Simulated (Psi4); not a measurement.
**doublet CH3BFNO+ at U-wB97M-V/6-31G(d) (spherical functions)**

Wanted: the energy of doublet CH3BFNO+. 

The calculation is run with Psi4 1.11.

4 further runs of the same task are left out: 3 that didn't finish, 1 set aside as unsound or not needed.

### 1 The system as given

CH3BFNO+: 8 atoms, total charge +1, spin state doublet. As SMILES of the parent species, `NC1(F)BO1`. The coordinates come from a PBE0-D4/def2-TZVP relaxation. This is one conformer, not always the lowest. That shape belongs to the parent species and isn't relaxed for this state.

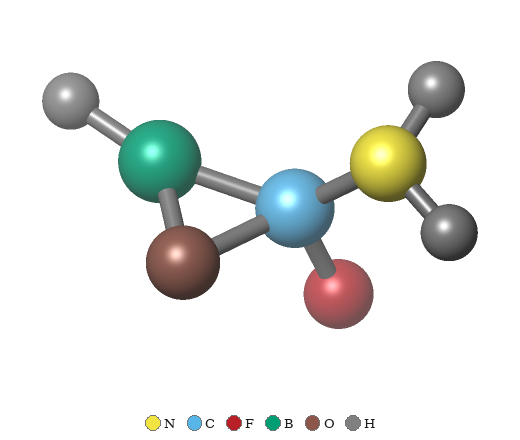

The structure, seen from a chosen angle (nitrogen yellow, carbon blue, fluorine red, boron teal, oxygen brown, hydrogen grey).

### 2 The energy at U-wB97M-V/6-31G(d) (spherical functions)

The input, ch3bfno.dat:

```
memory 2.2 GB

molecule molecule1 {
  1 2
  N
  C 1 r2
  F 2 r3 1 a3
  B 2 r4 3 a4 1 d4
  O 4 r5 2 a5 3 d5
  H 1 r6 2 a6 3 d6
  H 1 r7 6 a7 2 d7
  H 4 r8 5 a8 2 d8

  r2 = 1.386838
  r3 = 1.372252
  a3 = 113.81735
  r4 = 1.510109
  a4 = 118.63327
  d4 = 172.80326
  r5 = 1.334943
  a5 = 61.48613
  d5 = 92.20994
  r6 = 1.009089
  a6 = 112.17406
  d6 = 84.90224
  r7 = 1.013371
  a7 = 110.34172
  d7 = 126.41103
  r8 = 1.182289
  a8 = 137.74032
  d8 = 178.17212
  units angstrom
  symmetry c1
}

set {
  basis 6-31G*
  reference uks
  puream true
  e_convergence 1e-09
  d_convergence 1e-08
  scf_type pk
  dft_radial_points 99
  dft_spherical_points 590
  maxiter 100
}

result = energy('wb97m-v')
```

Launch:

```bash
$ psi4 ch3bfno.dat ch3bfno.out -n 1
```

ch3bfno.out:

```text
[...]
  Running in c1 symmetry.
[...]
  Nuclear repulsion =  167.411303475654478
[...]
  Multiplicity = 2
[...]
  Nalpha       = 19
  Nbeta        = 18
[...]
    Number of basis functions: 76
[...]
   @UKS iter   1:  -293.93572150354009   -7.56315e-02   7.61290e-03 ADIIS/DIIS
[...]
   @UKS iter  23:  -294.08493753890428   -8.75389e-12   7.02030e-09 DIIS
[...]
   @S^2 Observed:                7.556674002E-01
[...]
    Orbital Energies [Eh]
    ---------------------
    Alpha Occupied:
       1A    -25.190715     2A    -19.690920     3A    -14.826313
       4A    -10.799952     5A     -7.225415     6A     -1.617566
       7A     -1.494950     8A     -1.324860     9A     -1.041519
      10A     -0.951209    11A     -0.923173    12A     -0.900707
      13A     -0.861064    14A     -0.805376    15A     -0.788227
      16A     -0.754299    17A     -0.743662    18A     -0.679845
      19A     -0.666346
    Alpha Virtual:
      20A     -0.179206    21A     -0.072846    22A     -0.052305
      23A     -0.028382    24A     -0.001323    25A      0.018902
[...]
  @UKS Final Energy:  -294.08493753890428
   => Energetics <=
    Nuclear Repulsion Energy =            167.4113034756544778
    One-Electron Energy =                -725.0078698635652472
    Two-Electron Energy =                 289.4508364279713533
    DFT Exchange-Correlation Energy =     -26.0889590164149112
    Empirical Dispersion Energy =           0.0000000000000000
    VV10 Nonlocal Energy =                  0.1497514374500663
    Total Energy =                       -294.0849375389042848
[...]
 Multipole Moments:
 ------------------------------------------------------------------------------------
     Multipole            Electronic (a.u.)      Nuclear  (a.u.)        Total (a.u.)
 ------------------------------------------------------------------------------------
 L = 1.  Multiply by 2.5417464519 to convert [e a0] to [Debye]
 Dipole X            :          0.0681401           -0.9505592           -0.8824190
 Dipole Y            :         -0.6521730            1.1707035            0.5185305
 Dipole Z            :          2.5054043           -3.3453869           -0.8399826
 Magnitude           :                                                    1.3240498
[...]
```

Run time: 6.2 min. Hardware: 1 thread of AMD EPYC 7R43 (Zen 3), shared host; peak memory 1.4 GiB.

### 3 What came out

Level: U-wB97M-V/6-31G* (spherical functions).

```
                          quantity          value
                      total energy  -294.08494 Eh
HOMO energy (highest over α and β)      -17.20 eV
 LUMO energy (lowest over α and β)      -10.69 eV
                              ⟨S²⟩          0.756
```
